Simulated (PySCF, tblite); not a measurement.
# C₄H₁₁B₂N: geometry, infrared bands and NMR shifts

Aim: predict the infrared bands and NMR shifts of C₄H₁₁B₂N (`CB1CCB(C)N1`).

The runs use tblite 0.8.0 and PySCF 2.14.0, with density-fitted response routines of our own; the level of theory stands in each step. All values are computed, except where a source is named. Atoms are numbered from 0 throughout.

**1. Starting geometry**

18 atoms, charge 0, multiplicity 1; geometry from: force field or distance geometry start.

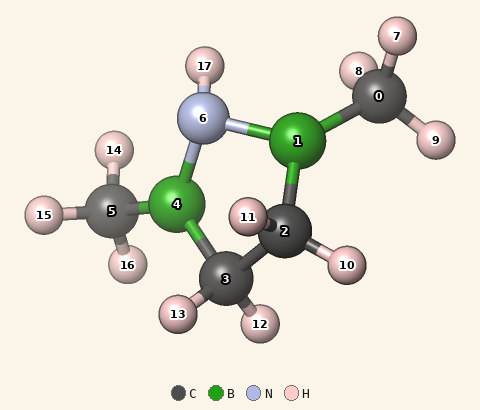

The starting geometry (carbon dark grey, boron green, nitrogen light blue, hydrogen pink), atoms numbered.

**2. Optimising the geometry with GFN2-xTB**

Job settings and geometry (Å):

```
{"job": {"kind": "relax", "xc": "GFN2-xTB", "basis": "xTB"}, "charge": 0, "multiplicity": 1}
C     -2.410300    -0.544200    -0.114900
B     -1.108700     0.193600     0.334700
C     -0.535100     1.622500     0.010900
C      0.699700     1.267500    -0.775800
B      1.099100    -0.215000    -0.324900
C      2.230100    -1.173600    -0.832400
N      0.147400    -0.559000     0.807700
H     -3.088400    -0.689000     0.770600
H     -2.110600    -1.577700    -0.421700
H     -2.934400    -0.072700    -0.960700
H     -1.242800     2.265500    -0.538800
H     -0.241000     2.077500     0.984100
H      0.575400     1.335000    -1.847900
H      1.479900     1.988400    -0.432000
H      1.944300    -2.233200    -0.655200
H      3.141700    -0.991300    -0.222700
H      2.412700    -1.111200    -1.926700
H     -0.067700    -1.576800     0.869300
```

Launch:

```console
OMP_NUM_THREADS=1 python probes_run.py task.json out
```

The driver reads the jobs from task.json and runs them one after another.

**Question.** This job is followed by: GFN2-xTB harmonic vibrations, gas phase; GIAO PBE0/pcSseg-1 NMR shielding, non-relativistic, gas phase. Predict these results of the whole session: strongest single infrared mode (GFN2-xTB); zero-point energy (GFN2-xTB); 13C shifts against TMS (PBE0/pcSseg-1, means over atoms taken as alike); 1H shifts against TMS (PBE0/pcSseg-1, means over atoms taken as alike); 11B shifts against BF3·OEt2 (PBE0/pcSseg-1, means over atoms taken as alike); 15N shifts against NH3 (PBE0/pcSseg-1).

**Answer**, as computed:

```
                                                                    quantity                  value
                                   strongest single infrared mode (GFN2-xTB)  1352 cm⁻¹, 691 km/mol
                                                zero-point energy (GFN2-xTB)          95.3 kcal/mol
     13C shifts against TMS (PBE0/pcSseg-1, means over atoms taken as alike)          21.2, 4.1 ppm
      1H shifts against TMS (PBE0/pcSseg-1, means over atoms taken as alike)   6.46, 1.10, 0.64 ppm
11B shifts against BF3·OEt2 (PBE0/pcSseg-1, means over atoms taken as alike)               62.1 ppm
                                      15N shifts against NH3 (PBE0/pcSseg-1)              192.4 ppm
```

**Reading.** The optimisation took 101 steps and gained 1.405 eV; among the close pairs (by a distance rule), B1–N6 changed most, from 1.539 to 1.415 Å. The lowest mode is imaginary (26i cm⁻¹), so the xTB geometry is not a minimum. The strongest single mode, at 1352 cm⁻¹, moves mainly N6, B4 and B1. GFN2-xTB is a fitted tight-binding method: band positions and strengths are rough. Its intensities can rank the bands wrongly. At PBE0/pcSseg-1: The largest span, 225 ppm, is at N6, where the paramagnetic term is -250 ppm.
